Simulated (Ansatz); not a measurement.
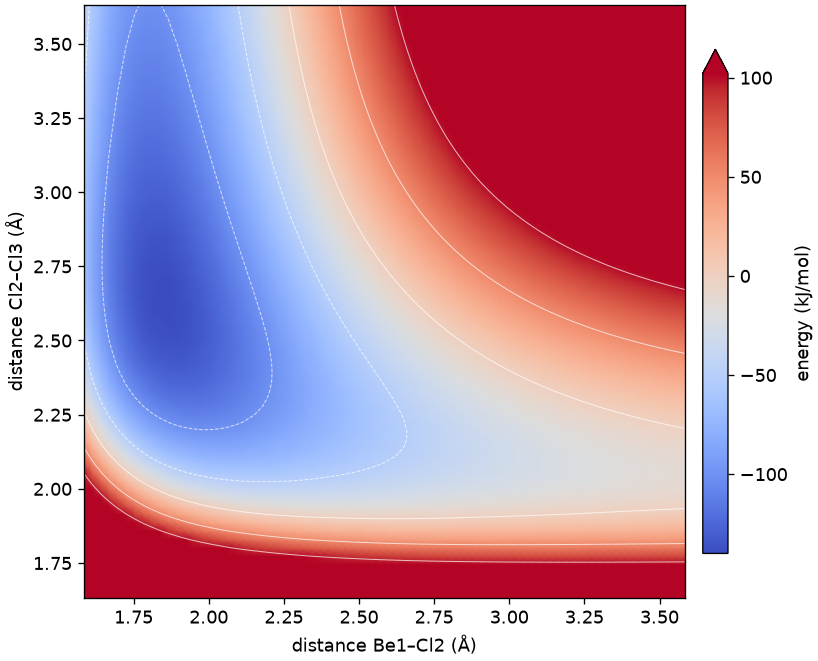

Energy landscape of the system Be + Cl₂. The first coordinate is: distance Be1–Cl2; the second: distance Cl2–Cl3. Nothing is relaxed (the angle Be1–Cl2–Cl3 is fixed at 180 degrees). Grid: 17 × 17 points. Energies are in kJ/mol, from Be far from the relaxed ClCl (each part in its own basis). The reference is spin-restricted, so regions where a bond is pulled apart into radicals lie too high. Theory: RKS PBE0-D4/def2-SVPD (Ansatz 0.2.0).

In the figure: a smooth colour map with a few white contour lines, one colour for all values above the top of the scale. Between grid points the surface is interpolated. 

Question: Summarise what can be read from the map.

Answer: The lowest grid point is at distance Be1–Cl2 = 1.811 Å, distance Cl2–Cl3 = 2.718 Å, −139 kJ/mol from Be far from the relaxed ClCl (each part in its own basis). No other kind of well shows on this grid. The highest grid point, distance Be1–Cl2 = 1.584 Å, distance Cl2–Cl3 = 1.632 Å, lies 771 kJ/mol above the lowest.

The values on the grid:

```tsv
distance Cl2–Cl3 ↓, distance Be1–Cl2 →	1.638	1.811	2.025	2.267	2.531	2.813	3.111	3.423
3.632	−69	−101	−69	0	77	145	198	237
3.313	−80	−114	−84	−18	54	118	168	204
3.008	−92	−129	−103	−43	23	81	125	158
2.718	−97	−139	−121	−70	−14	34	72	100
2.444	−78	−130	−126	−90	−48	−12	18	39
2.191	−14	−82	−98	−83	−60	−39	−20	−7
1.962	118	27	−15	−26	−25	−20	−14	−8
1.766	329	216	148	113	96	88	87	87
1.632	574	448	367	320	294	281	275	274
```

The table holds every second grid line.

The input of one point:

```yaml
crystal:
  periodic: [false, false, false]
  atoms:
    - { symbol: Be, position_ang: [-1.811, 0.0, 0.0] }
    - { symbol: Cl, position_ang: [0.0, 0.0, 0.0] }
    - { symbol: Cl, position_ang: [2.718, 0.0, 0.0] }
basis:
  gaussian: { orbitals: def2-SVPD }
hamiltonian:
  xc: pbe0
  dispersion: d4
output:
  forces: true
```

The whole map (289 points run) took 5.5 min on 1 thread of Intel(R) Xeon(R) 6975P-C (Granite Rapids), on a shared host.
